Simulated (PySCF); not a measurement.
**CH7AlAsN: geometry relaxation**

The run: geometry relaxation of CH7AlAsN. Method and program: PBE0-D3(BJ)/def2-SVP geometry optimisation, gas phase (PySCF 2.14.0).

It belongs to a series of runs on one base structure; here: H on Al replaced by N=CH2.

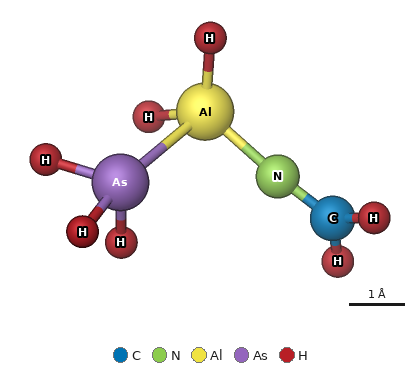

The structure as given in the input (ball-and-stick view, seen at a tilt). Sticks mark near contacts.

Results in brief:

| quantity | value |
| --- | --- |
| outcome | converged |
| total energy | −2574.418965 hartree |
| dipole moment | 3.26 D |
| point group | C1 |
| hardware | 1 CPU thread, shared host |
| wall time | 84 s |
| peak memory | 0.46 GiB |

The input:
```
{"job": {"xc": "PBE0", "basis": "def2-SVP", "d3": "d3bj", "grid": 1, "shake": 0.01, "kind": "geom"}, "charge": 0, "multiplicity": 1}
C      2.075750    -0.649920    -1.223470
N      1.360360    -0.273610    -0.251000
Al     0.478580     0.254690     1.204990
As    -1.870870    -0.137700     0.212890
H      2.319300    -1.677310    -1.422000
H      2.429720     0.091170    -1.973090
H      0.208150     1.776460     1.400440
H      0.389190    -0.652240     2.456990
H     -3.131500    -0.516100    -0.559060
H     -2.685910     0.902310     0.950330
H     -1.534660     0.856420    -0.812680
```

The first line tells a small driver script what to run in PySCF; the rest is the geometry in Å.

Run as:
```bash
OMP_NUM_THREADS=1 python <driver script> task.json out
```

Log:
```
step   0  E = -2574.38899615  max force = 0.037298
step   1  E = -2574.40187301  max force = 0.019336
step   2  E = -2574.40581515  max force = 0.014987
step   3  E = -2574.40947442  max force = 0.006262
step   4  E = -2574.41018744  max force = 0.004335
step   5  E = -2574.41123383  max force = 0.003802
step   6  E = -2574.41262375  max force = 0.008352
step   7  E = -2574.41418875  max force = 0.010994
step   8  E = -2574.41405623  max force = 0.011392
step   9  E = -2574.41547110  max force = 0.009628
step  10  E = -2574.41742849  max force = 0.005173
step  11  E = -2574.41833677  max force = 0.003379
step  12  E = -2574.41865941  max force = 0.002960
step  13  E = -2574.41880310  max force = 0.001229
step  14  E = -2574.41886381  max force = 0.001026
step  15  E = -2574.41892685  max force = 0.000888
step  16  E = -2574.41894676  max force = 0.000784
step  17  E = -2574.41895994  max force = 0.000492
step  18  E = -2574.41896529  max force = 0.000315
optimisation converged
```

Trajectory as extended XYZ (Å, eV, eV/Å), 10 of the 19 frames kept, from step=0 to step=18:
```
11
Properties=species:S:1:pos:R:3:forces:R:3 step=0 energy=-70052.69274
C     2.0758   -0.6499   -1.2235   -1.4400   1.9179   1.1248
N     1.3604   -0.2736   -0.2510    0.8789  -0.5705  -0.8553
Al    0.4786    0.2547    1.2050    0.8609  -0.4481  -0.0811
As   -1.8709   -0.1377    0.2129   -1.4345   0.2112   0.1047
H     2.3193   -1.6773   -1.4220    0.3819  -1.2766  -0.2412
H     2.4297    0.0912   -1.9731    0.2996  -0.1218  -0.1343
H     0.2082    1.7765    1.4004   -0.3282   0.5356  -0.0123
H     0.3892   -0.6522    2.4570    0.0888  -0.3880   0.5781
H    -3.1315   -0.5161   -0.5591    0.3271  -0.5944   0.0880
H    -2.6859    0.9023    0.9503    0.0524   0.0260   0.3021
H    -1.5347    0.8564   -0.8127    0.3131   0.7085  -0.8733
11
Properties=species:S:1:pos:R:3:forces:R:3 step=2 energy=-70053.15041
C     2.0699   -0.6475   -1.2277   -0.0344   0.0383   0.0857
N     1.4302   -0.2799   -0.2228    0.0396   0.0056  -0.0404
Al    0.5540    0.2294    1.2502    0.0774  -0.3049   0.0633
As   -1.8989    0.0321    0.1757   -0.2938   0.7706  -0.2686
H     2.2908   -1.7181   -1.4569   -0.0484  -0.0139  -0.0415
H     2.4810    0.0618   -1.9861    0.0533  -0.0015   0.0100
H     0.1968    1.7707    1.4890   -0.0904   0.0120  -0.0684
H     0.5031   -0.7419    2.5125    0.0662   0.0189   0.0260
H    -3.0081   -0.7150   -0.5353    0.1135  -0.3199   0.1190
H    -2.8306    0.9503    0.9440    0.0256  -0.1313   0.0945
H    -1.7502    1.0323   -0.9584    0.0915  -0.0740   0.0203
11
Properties=species:S:1:pos:R:3:forces:R:3 step=4 energy=-70053.26938
C     2.0816   -0.6588   -1.2357    0.0725   0.0836  -0.0821
N     1.4427   -0.2887   -0.2329    0.0023  -0.0800  -0.0076
Al    0.5679    0.2046    1.2452   -0.2229   0.0487  -0.0563
As   -1.9118    0.1988    0.1584    0.1660   0.0012   0.0462
H     2.1972   -1.7255   -1.5507   -0.1180  -0.0063   0.0314
H     2.6079    0.0500   -1.9216    0.0497  -0.0006   0.0422
H     0.2220    1.7545    1.5006    0.0729  -0.0170   0.0158
H     0.5271   -0.7898    2.4916    0.0127   0.0235  -0.0128
H    -2.8293   -0.8523   -0.4339    0.0018   0.0063   0.0285
H    -2.9396    0.9369    0.9839   -0.0285  -0.0413   0.0011
H    -1.9277    1.1444   -1.0206   -0.0085  -0.0181  -0.0065
11
Properties=species:S:1:pos:R:3:forces:R:3 step=6 energy=-70053.33568
C     1.9946   -0.6529   -1.2782    0.0426   0.3400   0.1576
N     1.3867   -0.2459   -0.2680   -0.1124  -0.2464  -0.1005
Al    0.5443    0.2997    1.2157    0.3975   0.1361   0.0418
As   -1.8320    0.2621    0.1922   -0.4295  -0.1132   0.0158
H     1.7708   -1.6058   -1.8149   -0.1143   0.0088   0.0021
H     2.8279   -0.0689   -1.7326    0.1435  -0.1147  -0.0813
H     0.5137    1.8476    1.6223   -0.0821   0.0425  -0.0883
H     0.4295   -0.7453    2.3988   -0.0425  -0.1683   0.0997
H    -2.5330   -0.9858   -0.3009    0.1573  -0.0202  -0.0345
H    -3.0130    0.7671    0.9915    0.0427   0.1101   0.0082
H    -2.0513    1.1021   -1.0415   -0.0028   0.0253  -0.0206
11
Properties=species:S:1:pos:R:3:forces:R:3 step=8 energy=-70053.37466
C     1.7969   -0.6170   -1.3486    0.0834  -0.1221  -0.1006
N     1.2727   -0.1970   -0.3005   -0.2024   0.2207   0.0907
Al    0.5898    0.4281    1.2341    0.5858  -0.2567   0.5413
As   -1.8408    0.3891    0.3549   -0.1794   0.1113  -0.1209
H     1.2235   -0.9220   -2.2564   -0.0654   0.0693   0.0228
H     2.8989   -0.7431   -1.4732   -0.0290   0.0042   0.0574
H     0.9831    1.8921    1.7200   -0.1231   0.0447  -0.1542
H     0.2792   -0.7318    2.3054    0.0504   0.0896  -0.0924
H    -1.8724   -1.0769    0.0132   -0.1359  -0.0059  -0.2848
H    -3.3022    0.5188    0.7372    0.0141   0.0534   0.1934
H    -1.9909    1.0338   -1.0016    0.0016  -0.2084  -0.1528
11
Properties=species:S:1:pos:R:3:forces:R:3 step=10 energy=-70053.46642
C     1.8738   -0.6259   -1.3231   -0.0371  -0.0422  -0.1196
N     1.3320   -0.2148   -0.2799   -0.0212   0.0053   0.0556
Al    0.6187    0.3808    1.2475    0.2185  -0.1206   0.2660
As   -1.8491    0.3367    0.3001   -0.0101  -0.0514  -0.0439
H     1.3035   -1.0830   -2.1678    0.0006   0.0597  -0.0176
H     2.9725   -0.5772   -1.5158   -0.0240  -0.0353   0.0996
H     0.8687    1.9048    1.6404   -0.1155   0.0094  -0.0668
H     0.3357   -0.7365    2.3690    0.0849   0.0856  -0.1262
H    -2.1860   -1.0760   -0.1208    0.0167   0.0442  -0.0353
H    -3.2071    0.6695    0.8840   -0.0312   0.0667  -0.0165
H    -2.0246    0.9958   -1.0491   -0.0815  -0.0213   0.0046
11
Properties=species:S:1:pos:R:3:forces:R:3 step=12 energy=-70053.49992
C     1.8334   -0.6298   -1.3348   -0.0046  -0.0654  -0.0892
N     1.3337   -0.2312   -0.2663    0.0231   0.0393   0.0147
Al    0.7077    0.3606    1.2923   -0.1244  -0.0451   0.0117
As   -1.8683    0.3574    0.3327    0.1522  -0.0183  -0.0136
H     1.2306   -0.8447   -2.2495    0.0039   0.0195   0.0168
H     2.9244   -0.8133   -1.4726   -0.0074   0.0088   0.0267
H     0.8983    1.9065    1.6006    0.0049   0.0113   0.0115
H     0.4117   -0.7584    2.3866    0.0610   0.0279   0.0212
H    -2.1750   -1.0566   -0.1102   -0.0614   0.0158   0.0222
H    -3.2566    0.7040    0.8464    0.0046  -0.0197  -0.0630
H    -2.0020    0.9796   -1.0411   -0.0518   0.0260   0.0410
11
Properties=species:S:1:pos:R:3:forces:R:3 step=14 energy=-70053.50548
C     1.8287   -0.6355   -1.3372   -0.0143   0.0192   0.0416
N     1.3372   -0.2309   -0.2658    0.0131  -0.0012  -0.0211
Al    0.7087    0.3543    1.2957   -0.0441   0.0156  -0.0283
As   -1.8570    0.3477    0.3297    0.0041  -0.0528  -0.0086
H     1.2169   -0.8775   -2.2375    0.0013   0.0030  -0.0124
H     2.9224   -0.7880   -1.4844    0.0032  -0.0195  -0.0140
H     0.8710    1.9060    1.5999   -0.0020   0.0016  -0.0035
H     0.4711   -0.7551    2.4087    0.0158  -0.0110   0.0265
H    -2.2138   -1.0479   -0.1340    0.0097  -0.0019   0.0025
H    -3.2452    0.7010    0.8368    0.0047   0.0232   0.0084
H    -2.0020    1.0000   -1.0276    0.0086   0.0237   0.0089
11
Properties=species:S:1:pos:R:3:forces:R:3 step=16 energy=-70053.50774
C     1.8009   -0.6416   -1.3465   -0.0101   0.0049  -0.0008
N     1.3299   -0.2310   -0.2686    0.0133  -0.0073   0.0112
Al    0.7087    0.3509    1.2987   -0.0035  -0.0045   0.0003
As   -1.8422    0.3305    0.3378   -0.0053  -0.0271   0.0403
H     1.1738   -0.8696   -2.2403   -0.0008  -0.0035  -0.0104
H     2.8894   -0.8159   -1.5104   -0.0015  -0.0011   0.0023
H     0.8502    1.9088    1.5848   -0.0023   0.0015  -0.0049
H     0.5312   -0.7479    2.4375   -0.0032   0.0123  -0.0180
H    -2.2290   -1.0456   -0.1577    0.0173   0.0028  -0.0186
H    -3.2234    0.7067    0.8482    0.0060   0.0227  -0.0046
H    -1.9517    1.0287   -0.9992   -0.0097  -0.0006   0.0031
11
Properties=species:S:1:pos:R:3:forces:R:3 step=18 energy=-70053.50824
C     1.7868   -0.6516   -1.3576    0.0010  -0.0052  -0.0162
N     1.3281   -0.2367   -0.2763    0.0031  -0.0018   0.0115
Al    0.7148    0.3513    1.2922    0.0082   0.0026  -0.0069
As   -1.8355    0.3252    0.3560   -0.0048   0.0108   0.0082
H     1.1520   -0.8748   -2.2479   -0.0009  -0.0006   0.0062
H     2.8725   -0.8360   -1.5292   -0.0024   0.0034   0.0015
H     0.8490    1.9126    1.5647    0.0029   0.0001  -0.0025
H     0.5546   -0.7392    2.4390   -0.0027  -0.0016  -0.0001
H    -2.2303   -1.0392   -0.1641   -0.0036   0.0024  -0.0029
H    -3.2091    0.7156    0.8758   -0.0011  -0.0086   0.0020
H    -1.9450    1.0469   -0.9684    0.0003  -0.0016  -0.0008
```

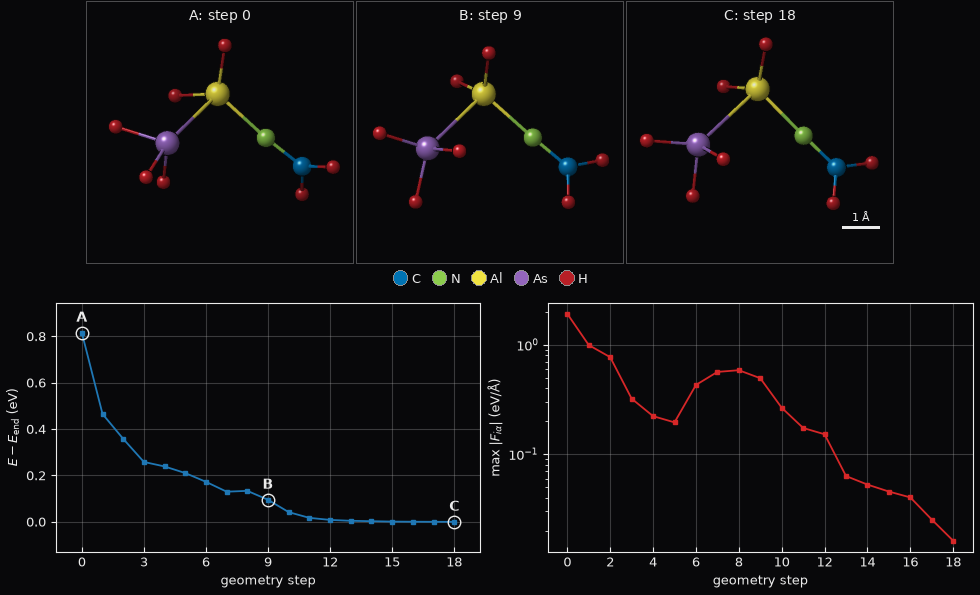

Frames of the relaxation (ball-and-stick view, seen at a tilt) above the curves, on which the letters mark them (steps are counted from 0).

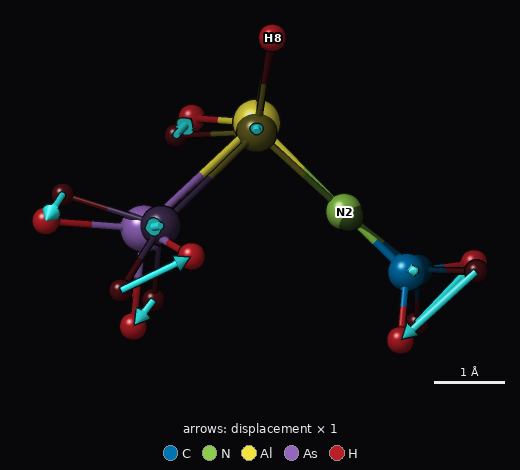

Start (faint) and end (solid) with the displacements as teal arrows, at true length (ball-and-stick view, seen at a tilt). The two geometries are laid on each other by the best rigid fit. The largest move after the best rigid fit is that of H5, 1.47 Å. By element the largest moves are H 1.47 Å, As 0.43 Å, Al 0.23 Å, C 0.19 Å, N 0.10 Å. Among the contacts that change: Al3–As4 2.580 → 2.717 Å, As4–H11 1.467 → 1.512 Å, Al3–H8 1.549 → 1.591 Å, C1–H5 1.074 → 1.116 Å. Among the angles that change: Al3–As4–H9 169.9° → 111.8°, Al3–As4–H10 101.5° → 136.7°, Al3–As4–H11 87.5° → 111.4°. The energy falls by 0.816 eV in 18 geometry steps. The largest force component goes from 1.9 to 0.016 eV/Å. (Atoms are counted from 1 in the order of the input.)
